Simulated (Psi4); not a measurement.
# GeHCl3 (SMILES [Cl][GeH]([Cl])[Cl]) at SCAN/jun-cc-pVTZ (density fitting with def2-universal-jkfit, sweep point 8)

What is the vertical singlet–triplet gap of GeHCl3 at SCAN/jun-cc-pVTZ (density fitting with def2-universal-jkfit, sweep point 8)? 

Program for the calculation: Psi4 1.11.

2 further runs of the same task are left out: 1 that didn't finish, 1 set aside as unsound or not needed. Runs told in other sessions of the task aren't counted.

### Step 1. The system as given

The species is GeHCl3 (5 atoms), meant as a singlet with charge 0. As SMILES, `[Cl][GeH]([Cl])[Cl]`. Geometry: relaxed at PBE0-D4/def2-TZVP.

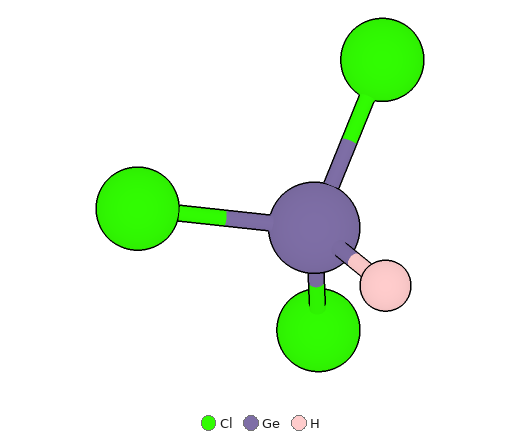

The structure, seen from a chosen angle (chlorine green, germanium purple, hydrogen pink).

### Step 2. The energy at SCAN/jun-cc-pVTZ (density fitting with def2-universal-jkfit, sweep point 8)

Contents of run.py:

```python
import psi4

psi4.set_memory(1600000000)
psi4.set_num_threads(1)
psi4.set_output_file('cl3geh.out', False)

molecule = psi4.geometry("""
0 1
Cl    -1.177700    -0.012800     1.700700
Ge     0.102400     0.090600     0.006200
Cl     1.117900    -1.767600    -0.185300
Cl    -1.095100     0.385600    -1.725800
H      1.102600     1.230700     0.163000
symmetry c1
""")

psi4.set_options(dict(basis='jun-cc-pVTZ', puream=True, scf_type='df', dft_radial_points=99, dft_spherical_points=590, df_basis_scf='def2-universal-jkfit'))

e_tot, wfn = psi4.energy("scan", return_wfn=True)
print(f'total energy {e_tot:.8f} hartree = {e_tot * 27.211386:.5f} eV')
```

Command:

```console
python run.py
```

cl3geh.out:

```text
[...]
  Running in c1 symmetry.
[...]
  Nuclear repulsion =  559.185580250140447
[...]
  Multiplicity = 1
[...]
  Nalpha       = 42
  Nbeta        = 42
[...]
    Number of basis functions: 195
[...]
   @DF-RKS iter   1: -3457.42736663180858   -1.72372e+00   1.16589e-02 DIIS/ADIIS
[...]
   @DF-RKS iter   9: -3458.70760906716805   -3.08000e-08   4.16148e-07 DIIS
[...]
    Orbital Energies [Eh]
    ---------------------
    Doubly Occupied:
       1A   -398.357338     2A   -101.269630     3A   -101.269611
       4A   -101.269582     5A    -49.721118     6A    -44.201616
       7A    -44.201614     8A    -44.200030     9A     -9.392184
      10A     -9.392167    11A     -9.392139    12A     -7.136701
      13A     -7.136683    14A     -7.136658    15A     -7.130359
      16A     -7.130339    17A     -7.130311    18A     -7.130275
      19A     -7.130259    20A     -7.130231    21A     -6.259664
      22A     -4.407919    23A     -4.407918    24A     -4.403650
      25A     -1.220147    26A     -1.220143    27A     -1.216311
      28A     -1.215425    29A     -1.215422    30A     -0.831300
      31A     -0.796140    32A     -0.796113    33A     -0.543079
      34A     -0.405846    35A     -0.403205    36A     -0.403185
[...]
  @DF-RKS Final Energy: -3458.70760906716805
   => Energetics <=
    Nuclear Repulsion Energy =            559.1855802501404469
    One-Electron Energy =               -5916.1475943081559308
    Two-Electron Energy =                2062.7810159186901728
    DFT Exchange-Correlation Energy =    -164.5266109278425120
    Empirical Dispersion Energy =           0.0000000000000000
    VV10 Nonlocal Energy =                  0.0000000000000000
    Total Energy =                      -3458.7076090671680504
[...]
 Multipole Moments:
 ------------------------------------------------------------------------------------
     Multipole            Electronic (a.u.)      Nuclear  (a.u.)        Total (a.u.)
 ------------------------------------------------------------------------------------
 L = 1.  Multiply by 2.5417464519 to convert [e a0] to [Debye]
 Dipole X            :          1.2093482           -0.8405712            0.3687771
 Dipole Y            :          1.3785616           -0.9581349            0.4204267
 Dipole Z            :          0.1896931           -0.1315090            0.0581841
 Magnitude           :                                                    0.5622637
[...]
```

The script printed:

```text
total energy -3458.70760907 hartree = -94116.22781 eV
```

Run time: 73 s. Hardware: 1 thread of Intel Xeon Platinum 8223CL at 3.00GHz (Skylake/Cascade Lake), shared host; peak memory 1.6 GiB.

### Step 3. The triplet

Contents of run.py:

```python
import psi4

psi4.set_memory('1600 MB')
psi4.set_num_threads(1)
psi4.set_output_file('output.dat', False)

molecule = psi4.geometry("""
0 3
Cl    -1.177700    -0.012800     1.700700
Ge     0.102400     0.090600     0.006200
Cl     1.117900    -1.767600    -0.185300
Cl    -1.095100     0.385600    -1.725800
H      1.102600     1.230700     0.163000
units angstrom
symmetry c1
""")

psi4.set_options({
    'reference': 'uks',
    'puream': True,
    'scf_type': 'df',
    'dft_radial_points': 99,
    'dft_spherical_points': 590,
    'maxiter': 100,
    'df_basis_scf': 'def2-universal-jkfit',
})

e_tot = psi4.energy('scan/jun-cc-pVTZ')
print(f'scan/jun-cc-pVTZ energy: {e_tot:.10f} Eh')
```

Command:

```console
python run.py
```

output.dat:

```text
[...]
  Running in c1 symmetry.
[...]
  Nuclear repulsion =  559.185580250140447
[...]
  Multiplicity = 3
[...]
  Nalpha       = 43
  Nbeta        = 41
[...]
    Number of basis functions: 195
[...]
   @DF-UKS iter   1: -3457.09082751694586   -1.38718e+00   1.20334e-02 DIIS/ADIIS
[...]
   @DF-UKS iter  23: -3458.49364790307163   -1.39577e-07   6.57599e-07 DIIS
[...]
   @S^2 Observed:                2.006014648E+00
[...]
    Orbital Energies [Eh]
    ---------------------
    Alpha Occupied:
       1A   -398.311123     2A   -101.283330     3A   -101.283289
       4A   -101.283277     5A    -49.678751     6A    -44.159492
       7A    -44.159492     8A    -44.158366     9A     -9.405557
      10A     -9.405521    11A     -9.405507    12A     -7.150816
      13A     -7.150786    14A     -7.150767    15A     -7.146628
      16A     -7.146587    17A     -7.146572    18A     -7.142350
      19A     -7.142311    20A     -7.142299    21A     -6.214753
      22A     -4.363507    23A     -4.363505    24A     -4.359966
      25A     -1.180177    26A     -1.180171    27A     -1.177027
      28A     -1.175396    29A     -1.175388    30A     -0.845184
      31A     -0.813776    32A     -0.813744    33A     -0.552097
      34A     -0.414495    35A     -0.412755    36A     -0.412748
[...]
  @DF-UKS Final Energy: -3458.49364790307163
   => Energetics <=
    Nuclear Repulsion Energy =            559.1855802501404469
    One-Electron Energy =               -5916.6561764496464093
    Two-Electron Energy =                2063.4883651156328597
    DFT Exchange-Correlation Energy =    -164.5114168191984163
    Empirical Dispersion Energy =           0.0000000000000000
    VV10 Nonlocal Energy =                  0.0000000000000000
    Total Energy =                      -3458.4936479030716328
  UHF NO Occupations:
  HONO-2 :   41  A 1.9987617
  HONO-1 :   42  A 1.0000000
[...]
 Multipole Moments:
 ------------------------------------------------------------------------------------
     Multipole            Electronic (a.u.)      Nuclear  (a.u.)        Total (a.u.)
 ------------------------------------------------------------------------------------
 L = 1.  Multiply by 2.5417464519 to convert [e a0] to [Debye]
 Dipole X            :          0.9941265           -0.8405712            0.1535553
 Dipole Y            :          1.1343519           -0.9581349            0.1762170
 Dipole Z            :          0.1551211           -0.1315090            0.0236121
 Magnitude           :                                                    0.2349238
[...]
```

The script printed:

```text
scan/jun-cc-pVTZ energy: -3458.4936479031 Eh
```

It took 4 min on 1 thread of Intel Xeon Platinum 8223CL at 3.00GHz (Skylake/Cascade Lake), shared host; peak memory 1.6 GiB.

### Step 4. Outcome

At SCAN/jun-cc-pVTZ (density fitting with def2-universal-jkfit, sweep point 8):

| quantity | value |
| --- | --- |
| singlet: total energy | -3458.70761 Eh |
| singlet: dipole moment | 1.43 D |
| singlet: HOMO energy | -8.37 eV |
| singlet: LUMO energy | -2.29 eV |
| singlet: HOMO–LUMO gap | 6.08 eV |
| triplet: total energy | -3458.49365 Eh |
| triplet: dipole moment | 0.60 D |
| triplet: HOMO energy (highest over α and β) | -2.83 eV |
| triplet: ⟨S²⟩ | 2.006 |
| vertical energy of the triplet above the singlet | 5.822 eV |

**Reading.** At this shape the triplet lies 5.82 eV (134 kcal/mol) above the singlet.
